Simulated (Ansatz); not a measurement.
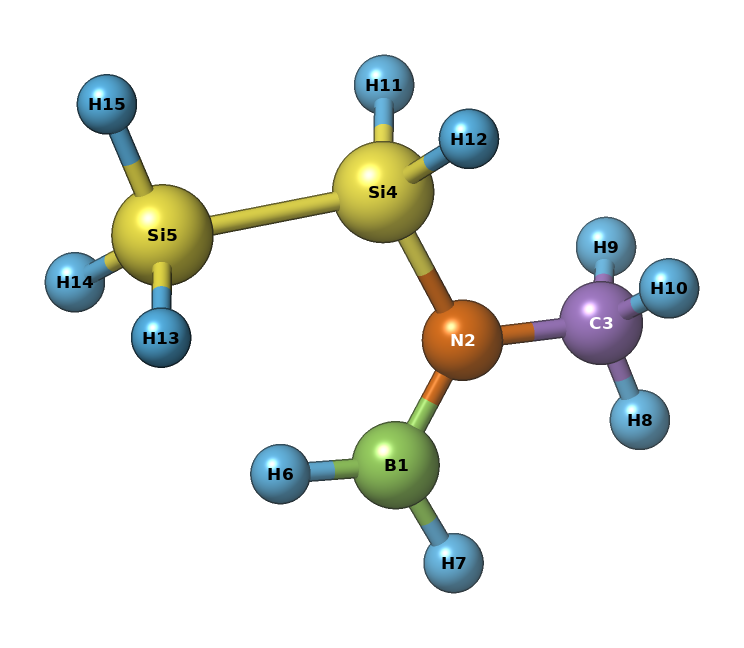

Computed geometry: PBE-D4/def2-SVP optimisation. No frequency run is at hand to confirm it as a minimum.

What is the geometry at C3?

Answer. C3 has 4 neighbours (N2 at 1.47, H8 at 1.11, H9 at 1.11, H10 at 1.11 Å); the arrangement is tetrahedral.

Describe the coordination of atom 4.

Answer. Si4 has 4 neighbours (N2 at 1.79, Si5 at 2.35, H11 at 1.51, H12 at 1.51 Å); the arrangement is tetrahedral.

What is the geometry at N2?

Answer. N2 has 3 neighbours (B1 at 1.41, C3 at 1.47, Si4 at 1.79 Å); the arrangement is trigonal planar.

What is the geometry at Si5?

Answer. Si5 has 4 neighbours (Si4 at 2.35, H13 at 1.50, H14 at 1.50, H15 at 1.51 Å); the arrangement is tetrahedral.

What is the dihedral angle B1–N2–Si4–Si5?

Answer. 0° in size, that is syn (eclipsed).
